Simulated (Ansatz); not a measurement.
C4H7Al (SMILES CC#C[CH2][AlH2])

| atom | x (Å) | y (Å) | z (Å) |
| --- | --- | --- | --- |
| C | 2.5759 | 0.5790 | 0.0532 |
| C | 1.2132 | 0.0777 | 0.2308 |
| C | 0.0896 | -0.3350 | 0.3765 |
| C | -1.2734 | -0.8371 | 0.5550 |
| Al | -2.4982 | 0.0771 | -0.7237 |
| H | 2.5994 | 1.2937 | -0.7951 |
| H | 2.9043 | 1.0939 | 0.9795 |
| H | 3.2577 | -0.2699 | -0.1596 |
| H | -1.2926 | -1.9301 | 0.3659 |
| H | -1.6083 | -0.6359 | 1.5933 |
| H | -3.3090 | -0.7783 | -1.8009 |
| H | -2.6586 | 1.6650 | -0.6749 |

Level of theory: SCF lc_wpbe, Gaussian basis in Ansatz 0.2.0.

What will maps of the electron density and electron localisation function show?

Answer. C–C (1.21 Å): ρ is about 2.6 e/Å³ halfway; the ELF peaks at about 0.80 between the atoms: a multiple bond.
C–Al (1.99 Å): ρ is about 0.7 e/Å³ halfway; the ELF peaks at about 0.95 between the atoms: a polar covalent bond.
C–H (1.11 Å): ρ is about 1.9 e/Å³ halfway; the ELF climbs to about 1 towards the hydrogen, as it does in any bond to H (a covalent bond by its length).

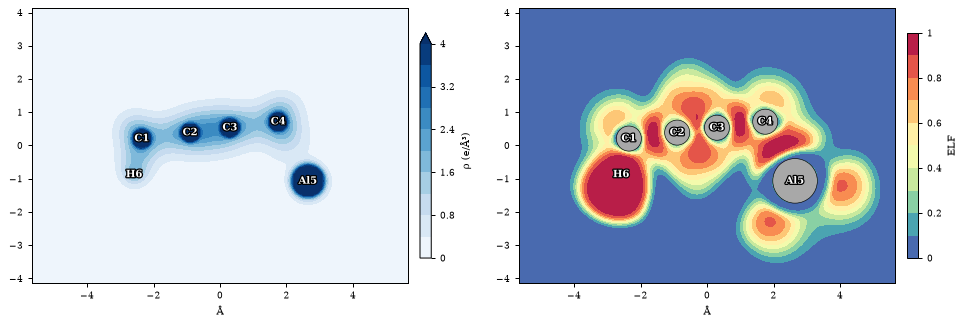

Computed electron density and electron localisation function on the plane of atoms C3, C4 and Al5, in this order. Grey discs cover the atomic cores in the ELF map. 
